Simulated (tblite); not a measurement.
# Ga21H19N22: the cost of one run

Programs: tblite 0.8.0 and PySCF 2.14.0, with routines of our own; each step states its level. All values are computed. Atoms count from 0.

### Step 1. The starting structure

62 atoms, charge 0, multiplicity 1; geometry from: force field, distance geometry or constructed start.

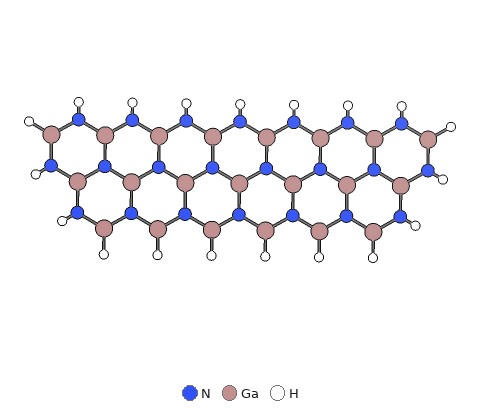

The starting geometry (nitrogen blue, gallium pink, hydrogen white); sticks join atoms by distance alone.

### Step 2. Relaxing the molecule with GFN2-xTB

Job settings and geometry (Å):

```
{"job": {"kind": "relax", "xc": "GFN2-xTB", "basis": "xTB"}, "charge": 0, "multiplicity": 1}
N     -6.403700     2.433700    -0.001600
Ga    -8.013900     3.363100    -0.006900
N     -9.607700     2.433200     0.001000
Ga    -9.613600     0.589900    -0.006200
N     -8.011700    -0.340700     0.003400
Ga    -6.411900     0.585000    -0.002600
N      4.806500    -0.337800    -0.003300
Ga     3.207700     0.588200     0.001500
N      1.604800    -0.341600    -0.000400
Ga     1.599300    -2.190300     0.001600
N      3.202200    -3.115700    -0.002100
Ga     4.803900    -2.191500    -0.000000
N     -0.003400     2.436200     0.005000
Ga    -1.599900     3.359900    -0.002700
N     -3.206500     2.440600     0.000200
Ga    -3.206200     0.586100     0.006300
N     -1.601700    -0.337600     0.000900
Ga    -0.001100     0.582100    -0.001000
N    -11.215600    -0.337700     0.002500
Ga   -11.212200    -2.188600     0.002700
N     -9.615200    -3.110700     0.001500
Ga    -8.011600    -2.188000    -0.000200
N      3.207700     2.440100     0.006600
Ga     1.597900     3.356200    -0.001500
Ga    -4.805900     3.363100     0.000900
N     -4.812500    -0.340400     0.002500
Ga    -4.805700    -2.187200    -0.000700
N     -3.204900    -3.113900     0.001200
Ga    -1.601500    -2.189100    -0.002000
N      9.614000     2.435900     0.003400
Ga     8.014300     3.361100    -0.001100
N      6.406700     2.436800     0.000200
Ga     6.407600     0.585600    -0.001900
N      8.012800    -0.340800     0.003700
Ga     9.614100     0.587300    -0.003300
N      0.000500    -3.112300    -0.002900
N      6.407800    -3.114400    -0.004100
Ga     8.011600    -2.187000    -0.002600
N     11.216100    -0.343400    -0.000100
N      9.608100    -3.111100     0.001200
Ga    11.214900    -2.191800     0.003800
N     -6.402700    -3.120100     0.003700
Ga     4.811300     3.361500    -0.003600
H     -8.008100     4.910000    -0.001800
H    -10.517200     2.957200     0.002400
H      3.202400    -4.152900    -0.003400
H     -1.599700     4.910600    -0.000600
H    -12.116000     0.183100     0.002300
H    -12.555800    -2.964100     0.000200
H     -9.611000    -4.153800     0.002000
H      1.601200     4.903200     0.003100
H     -4.799800     4.911800    -0.000300
H     -3.204700    -4.154900     0.000100
H     10.510100     2.953900    -0.003000
H      8.011400     4.909600     0.001500
H     -0.000500    -4.151500     0.000600
H      6.415200    -4.160200    -0.001900
H     12.118400     0.188100    -0.000700
H      9.613000    -4.155200     0.004000
H     12.556500    -2.962500    -0.001000
H     -6.412400    -4.153600     0.001500
H      4.810300     4.910200    -0.001900
```

Launch:

```console
> OMP_NUM_THREADS=8 python large_run.py task.json out
```

One launch serves the whole session: the jobs run in the order shown.

**Question.** How long does this first job take on 8 threads of Intel Xeon 6975P-C, shared host, and how much memory does it need?

About 7 s, with a peak of 0.14 GiB.
